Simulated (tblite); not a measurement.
**Geometry relaxation, with input and output: C5H11BSSi**

The run: geometry relaxation of C5H11BSSi. Method and program: GFN2-xTB geometry optimisation, gas phase (tblite 0.8.0).

It belongs to a series of runs on one base structure; here: H on Si replaced by ethynyl.

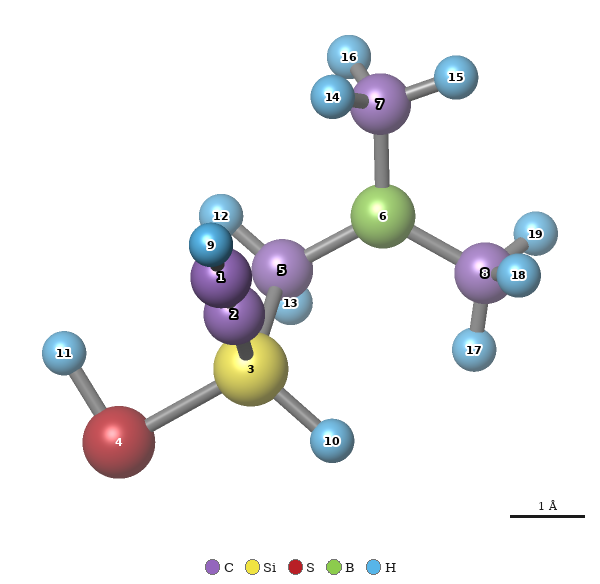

*The input geometry (ball-and-stick view, seen at a tilt; atoms are numbered from 1 in the order of the input).*

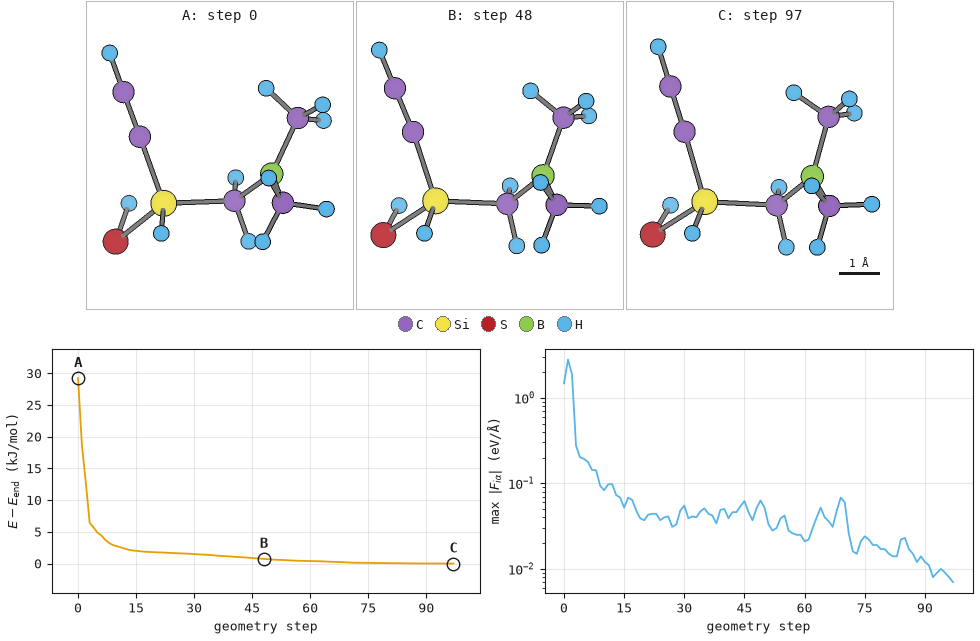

*Frames of the relaxation (ball-and-stick view, seen at a tilt) above the curves, on which the letters mark them (steps are counted from 0).*

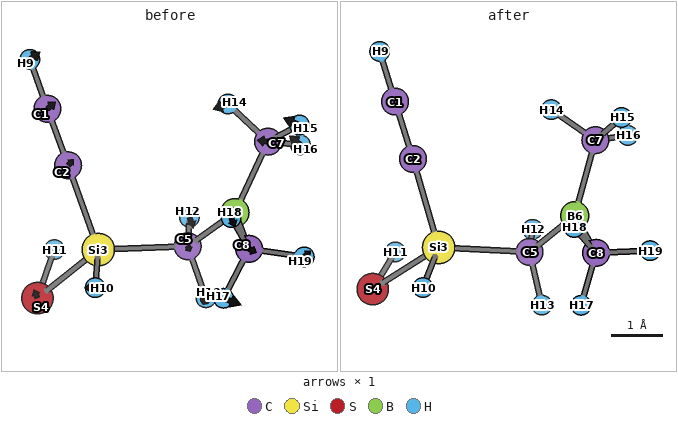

*Before (left) and after (right) the relaxation, at one scale (ball-and-stick view, seen at a tilt). The black arrows give the displacements, at true length.*

After 97 geometry steps the energy has fallen by 29.2 kJ/mol. Largest force component: 1.5 eV/Å at the start, 0.007 eV/Å at the end. The largest move after the best rigid fit is that of H17, 0.40 Å. By element the largest moves are H 0.40 Å, C 0.24 Å, S 0.19 Å, B 0.06 Å, Si 0.06 Å. Among the contacts that change: S4–H11 1.417 → 1.325 Å, C2–Si3 1.808 → 1.853 Å, Si3–S4 2.133 → 2.173 Å, C5–B6 1.597 → 1.565 Å. Among the angles that change: S4–Si3–H10 109.3° → 103.0°, C5–Si3–H10 109.3° → 115.3°, Si3–S4–H11 91.8° → 96.4°. (Atoms are counted from 1 in the order of the input.)

The input that produced these results follows, with the program's output.

**Input file**
```
{"job": {"kind": "relax", "xc": "GFN2-xTB", "basis": "xTB"}, "charge": 0, "multiplicity": 1}
C      2.500000     1.552200     1.004200
C      2.112800     0.815700     0.124200
Si     1.558500    -0.314800    -1.172900
S      3.060200    -1.779800    -1.558700
C     -0.027800    -1.166000    -0.629500
B     -1.187700    -0.096700    -0.384000
C     -1.722200     0.143700     1.092300
C     -1.806300     0.727300    -1.589700
H      2.824000     2.205100     1.771500
H      1.301200     0.455200    -2.402000
H      2.990100    -2.267900    -0.230200
H      0.176000    -1.730200     0.298800
H     -0.354800    -1.877700    -1.411500
H     -0.884400     0.483000     1.739500
H     -2.525800     0.918600     1.096600
H     -2.134600    -0.808500     1.509300
H     -1.343300     0.419000    -2.548800
H     -1.642000     1.801600    -1.435200
H     -2.903800     0.529300    -1.639200
```

The first line tells a small driver script what to run in tblite; the rest is the geometry in Å.

Command:
```bash
OMP_NUM_THREADS=1 python <driver script> task.json out
```

**Log**
```
step      E/eV     max force
  0    -610.73031    2.043
  1    -610.84012    3.835
  2    -610.90100    2.579
  3    -610.96666    0.340
  4    -610.97428    0.280
  5    -610.98268    0.229
  6    -610.98718    0.207
  7    -610.99441    0.182
  8    -610.99954    0.158
  9    -611.00309    0.109
 10    -611.00496    0.103
 11    -611.00674    0.104
 12    -611.00883    0.117
 13    -611.01066    0.084
 14    -611.01180    0.073
 15    -611.01254    0.053
 16    -611.01324    0.070
 17    -611.01386    0.067
 18    -611.01427    0.051
 19    -611.01454    0.043
 20    -611.01480    0.049
 21    -611.01509    0.049
 22    -611.01538    0.048
 23    -611.01565    0.047
 24    -611.01593    0.043
 25    -611.01626    0.046
 26    -611.01658    0.047
 27    -611.01683    0.036
 28    -611.01707    0.039
 29    -611.01740    0.051
 30    -611.01784    0.056
 31    -611.01827    0.049
 32    -611.01859    0.051
 33    -611.01888    0.045
 34    -611.01925    0.063
 35    -611.01982    0.075
 36    -611.02046    0.065
 37    -611.02094    0.050
 38    -611.02128    0.048
 39    -611.02161    0.062
 40    -611.02203    0.069
 41    -611.02249    0.050
 42    -611.02291    0.049
 43    -611.02330    0.051
 44    -611.02377    0.067
 45    -611.02434    0.074
 46    -611.02486    0.056
 47    -611.02525    0.046
 48    -611.02562    0.063
 49    -611.02610    0.076
 50    -611.02666    0.076
 51    -611.02709    0.043
 52    -611.02734    0.038
 53    -611.02756    0.039
 54    -611.02786    0.056
 55    -611.02824    0.060
 56    -611.02856    0.040
 57    -611.02877    0.034
 58    -611.02892    0.035
 59    -611.02908    0.041
 60    -611.02924    0.034
 61    -611.02937    0.023
 62    -611.02951    0.031
 63    -611.02970    0.047
 64    -611.03000    0.064
 65    -611.03031    0.052
 66    -611.03054    0.043
 67    -611.03071    0.041
 68    -611.03093    0.052
 69    -611.03127    0.079
 70    -611.03166    0.075
 71    -611.03192    0.038
 72    -611.03201    0.019
 73    -611.03206    0.016
 74    -611.03212    0.028
 75    -611.03221    0.035
 76    -611.03231    0.031
 77    -611.03241    0.022
 78    -611.03248    0.021
 79    -611.03256    0.021
 80    -611.03264    0.025
 81    -611.03271    0.017
 82    -611.03276    0.014
 83    -611.03282    0.020
 84    -611.03289    0.031
 85    -611.03298    0.032
 86    -611.03305    0.021
 87    -611.03310    0.015
 88    -611.03314    0.013
 89    -611.03317    0.018
 90    -611.03319    0.015
 91    -611.03321    0.012
 92    -611.03323    0.010
 93    -611.03325    0.012
 94    -611.03328    0.014
 95    -611.03330    0.012
 96    -611.03332    0.011
 97    -611.03333    0.009
```

**Trajectory as extended XYZ (Å, eV, eV/Å), 6 of the 98 frames kept, from step=0 to step=97**
```
19
Properties=species:S:1:pos:R:3:forces:R:3 step=0 energy=-610.73031
C     2.5000    1.5522    1.0042   -0.2020  -0.3690  -0.4300
C     2.1128    0.8157    0.1242    0.6950   1.2310   1.4750
Si    1.5585   -0.3148   -1.1729   -0.7780   0.0120  -1.1410
S     3.0602   -1.7798   -1.5587    0.2880  -0.7630   1.3510
C    -0.0278   -1.1660   -0.6295   -0.9550  -0.1210   0.3870
B    -1.1877   -0.0967   -0.3840    0.2130  -0.2470   0.1120
C    -1.7222    0.1437    1.0923   -0.2480   0.1330  -0.0440
C    -1.8063    0.7273   -1.5897   -0.0260  -0.6210  -0.1620
H     2.8240    2.2051    1.7715   -0.0620  -0.1400  -0.1660
H     1.3012    0.4552   -2.4020    0.2860  -0.1590   0.0680
H     2.9901   -2.2679   -0.2302    0.1640   0.4130  -1.4250
H     0.1760   -1.7302    0.2988   -0.1140   0.0240  -0.4380
H    -0.3548   -1.8777   -1.4115    0.2910   0.2540   0.3710
H    -0.8844    0.4830    1.7395   -0.6810  -0.2850  -0.2670
H    -2.5258    0.9186    1.0966    0.6270  -0.6550   0.3000
H    -2.1346   -0.8085    1.5093    0.3610   0.8810  -0.1560
H    -1.3433    0.4190   -2.5488   -0.4660   0.4020   0.4280
H    -1.6420    1.8016   -1.4352   -0.2150  -0.3550  -0.1730
H    -2.9038    0.5293   -1.6392    0.8220   0.3650  -0.0900
19
Properties=species:S:1:pos:R:3:forces:R:3 step=19 energy=-611.01454
C     2.5033    1.5757    1.0294   -0.0020   0.0010   0.0080
C     2.0880    0.8672    0.1508    0.0070  -0.0150   0.0120
Si    1.5092   -0.2891   -1.1750   -0.0170  -0.0040  -0.0020
S     3.0771   -1.7515   -1.5195    0.0260   0.0100   0.0110
C    -0.0832   -1.1717   -0.6172   -0.0240   0.0030   0.0080
B    -1.2241   -0.1240   -0.3766    0.0170   0.0390   0.0000
C    -1.7303    0.1580    1.0905    0.0060  -0.0090  -0.0020
C    -1.8136    0.6873   -1.5917   -0.0150  -0.0020  -0.0070
H     2.8560    2.2072    1.7940   -0.0010   0.0040  -0.0030
H     1.4447    0.3964   -2.4593   -0.0140   0.0220  -0.0160
H     3.0342   -2.2889   -0.3110    0.0100  -0.0280   0.0210
H     0.1367   -1.7694    0.2701    0.0020  -0.0200  -0.0150
H    -0.3475   -1.8679   -1.4158    0.0060   0.0130  -0.0070
H    -0.9030    0.4712    1.7274    0.0020   0.0060  -0.0140
H    -2.5064    0.9171    1.1571    0.0230  -0.0050   0.0000
H    -2.1233   -0.7521    1.5433   -0.0060   0.0040   0.0140
H    -1.3818    0.4250   -2.5548   -0.0180   0.0000  -0.0040
H    -1.6529    1.7547   -1.4383    0.0110  -0.0080  -0.0040
H    -2.8928    0.5639   -1.6686   -0.0140  -0.0110   0.0030
19
Properties=species:S:1:pos:R:3:forces:R:3 step=39 energy=-611.02161
C     2.4964    1.5796    1.0611   -0.0080   0.0130   0.0270
C     2.0677    0.8579    0.1999   -0.0080  -0.0060   0.0000
Si    1.5169   -0.2953   -1.1402   -0.0490   0.0150  -0.0350
S     3.1420   -1.7035   -1.4513   -0.0170  -0.0070  -0.0330
C    -0.0982   -1.1873   -0.6619   -0.0260  -0.0050   0.0010
B    -1.2195   -0.1231   -0.3934    0.0020  -0.0140  -0.0220
C    -1.6773    0.1832    1.0843    0.0000   0.0010  -0.0020
C    -1.8589    0.6687   -1.5976    0.0020  -0.0140  -0.0120
H     2.8532    2.2211    1.8155   -0.0040  -0.0050   0.0000
H     1.4604    0.4051   -2.4202    0.0100   0.0010   0.0180
H     3.0270   -2.3288   -0.2915   -0.0040  -0.0200   0.0440
H     0.0862   -1.8417    0.1927    0.0270   0.0330   0.0040
H    -0.3579   -1.8327   -1.5038    0.0230   0.0210  -0.0100
H    -0.8310    0.4903    1.6979    0.0160  -0.0140  -0.0080
H    -2.4368    0.9577    1.1595    0.0080   0.0060   0.0020
H    -2.0801   -0.7132    1.5557    0.0130   0.0060   0.0170
H    -1.4842    0.3736   -2.5754   -0.0080   0.0070   0.0020
H    -1.6721    1.7368   -1.4822    0.0010  -0.0150  -0.0030
H    -2.9434    0.5607   -1.6143    0.0220  -0.0010   0.0100
19
Properties=species:S:1:pos:R:3:forces:R:3 step=58 energy=-611.02892
C     2.4470    1.5751    1.1227   -0.0070  -0.0050   0.0140
C     2.0326    0.8530    0.2546   -0.0070  -0.0040  -0.0010
Si    1.5119   -0.2761   -1.1184   -0.0150   0.0120  -0.0250
S     3.1166   -1.7154   -1.3903    0.0190   0.0020  -0.0160
C    -0.1090   -1.1977   -0.7236   -0.0010   0.0140  -0.0050
B    -1.2266   -0.1415   -0.4282    0.0100   0.0070  -0.0010
C    -1.5791    0.2117    1.0677    0.0010   0.0050   0.0090
C    -1.9238    0.6302   -1.6134    0.0070  -0.0090  -0.0070
H     2.7945    2.2128    1.8845   -0.0100  -0.0050   0.0080
H     1.5099    0.4660   -2.3754   -0.0020  -0.0210  -0.0010
H     2.9621   -2.3327   -0.2287   -0.0020  -0.0040   0.0060
H     0.0757   -1.8798    0.1095   -0.0210   0.0210  -0.0180
H    -0.3356   -1.8073   -1.6007    0.0040  -0.0050   0.0220
H    -0.6783    0.4912    1.6135    0.0090   0.0060   0.0060
H    -2.2966    1.0212    1.1752   -0.0020   0.0080   0.0010
H    -1.9867   -0.6531    1.5904    0.0010  -0.0090  -0.0030
H    -1.6224    0.2961   -2.6037   -0.0040   0.0000  -0.0010
H    -1.6922    1.6934   -1.5421   -0.0030  -0.0050  -0.0040
H    -3.0099    0.5621   -1.5587    0.0220  -0.0080   0.0150
19
Properties=species:S:1:pos:R:3:forces:R:3 step=78 energy=-611.03248
C     2.3769    1.5393    1.1655    0.0020  -0.0050   0.0010
C     2.0074    0.8511    0.2507    0.0000  -0.0070   0.0010
Si    1.5212   -0.2715   -1.1409   -0.0100   0.0030   0.0000
S     3.1349   -1.7076   -1.3783    0.0050  -0.0020  -0.0080
C    -0.1029   -1.1851   -0.7412    0.0140  -0.0080  -0.0010
B    -1.2106   -0.1219   -0.4375    0.0170  -0.0040  -0.0010
C    -1.5205    0.2455    1.0645    0.0010   0.0020   0.0010
C    -1.9465    0.6176   -1.6192   -0.0010  -0.0130   0.0050
H     2.6908    2.1514    1.9622   -0.0090   0.0020  -0.0010
H     1.5303    0.4538   -2.4068    0.0020  -0.0030   0.0070
H     2.9471   -2.3373   -0.2275    0.0000   0.0050  -0.0060
H     0.0841   -1.8591    0.0970   -0.0070   0.0010   0.0070
H    -0.3381   -1.8047   -1.6080    0.0010   0.0070  -0.0050
H    -0.6046    0.5078    1.5932    0.0120   0.0090  -0.0090
H    -2.2222    1.0663    1.1890   -0.0090  -0.0010   0.0000
H    -1.9289   -0.6162    1.5925   -0.0190   0.0090   0.0040
H    -1.6840    0.2482   -2.6083    0.0010   0.0140   0.0030
H    -1.7151    1.6830   -1.5936   -0.0010  -0.0170   0.0010
H    -3.0290    0.5487   -1.5185    0.0020   0.0060   0.0030
19
Properties=species:S:1:pos:R:3:forces:R:3 step=97 energy=-611.03333
C     2.3523    1.5256    1.1801    0.0050  -0.0010   0.0000
C     2.0061    0.8368    0.2567   -0.0060   0.0030  -0.0040
Si    1.5253   -0.2755   -1.1450   -0.0030   0.0000   0.0070
S     3.1402   -1.7066   -1.3993    0.0020  -0.0050   0.0000
C    -0.0973   -1.1901   -0.7416    0.0010   0.0000   0.0030
B    -1.2041   -0.1261   -0.4368   -0.0010   0.0020  -0.0030
C    -1.5105    0.2617    1.0612   -0.0010   0.0020  -0.0010
C    -1.9490    0.6092   -1.6151    0.0010  -0.0010  -0.0030
H     2.6477    2.1381    1.9834   -0.0020  -0.0020   0.0000
H     1.5317    0.4553   -2.4071   -0.0030   0.0070   0.0040
H     2.9608   -2.3377   -0.2481    0.0050   0.0000  -0.0060
H     0.0916   -1.8628    0.0971   -0.0060  -0.0010   0.0040
H    -0.3342   -1.8097   -1.6080   -0.0020   0.0040   0.0020
H    -0.5923    0.5269    1.5847    0.0010  -0.0010   0.0000
H    -2.2068    1.0895    1.1702    0.0010   0.0050   0.0030
H    -1.9295   -0.5855    1.6039    0.0030  -0.0030  -0.0010
H    -1.6956    0.2421   -2.6071   -0.0010  -0.0010   0.0010
H    -1.7157    1.6741   -1.5905    0.0020  -0.0040  -0.0010
H    -3.0307    0.5439   -1.5039    0.0040  -0.0040  -0.0040
```

**Summary**

```json
{"quantity": "outcome", "value": "converged"}
{"quantity": "total energy", "value": "−611.0333 eV"}
{"quantity": "hardware", "value": "1 CPU thread, shared host"}
{"quantity": "wall time", "value": "0.71 s"}
{"quantity": "peak memory", "value": "0.18 GiB"}
```
